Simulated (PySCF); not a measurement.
Molecule: Ge(OH)2(SH)2, SMILES [Ge]([SH])([SH])([OH])[OH]. Atoms near the plane z = 0.0 Å, at the CAM-B3LYP/def2-SVP optimised geometry (x, y, z in Å): O1 (1.0, -1.0, 0.0), Ge2 (-0.8, -1.0, 0.0), O3 (-1.4, 0.6, 0.0), H6 (1.4, -0.8, 0.8), H7 (-1.3, 1.0, -0.9).

Calculation: CAM-B3LYP/def2-TZVP (PySCF). Cells within 0.4 Å of a nucleus heavier than hydrogen are left out (blank, or x). The values are rescaled to run from 0 to 1.

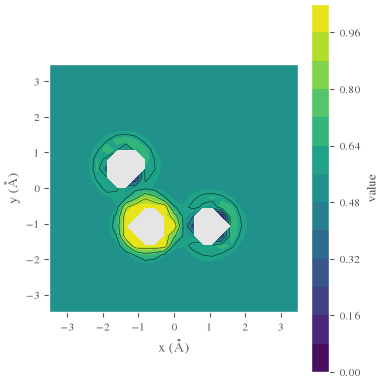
Figure: a field on the plane z = 0.0 Å.

Task: Which quantity is mapped?
A) deformation density (molecule minus spherical neutral atoms)
B) Laplacian of the electron density
C) an orbital amplitude
D) electrostatic potential

Result: B, Laplacian of the electron density. In full: Laplacian of the electron density (e/bohr⁵), clipped to [-1.50, 1.50].
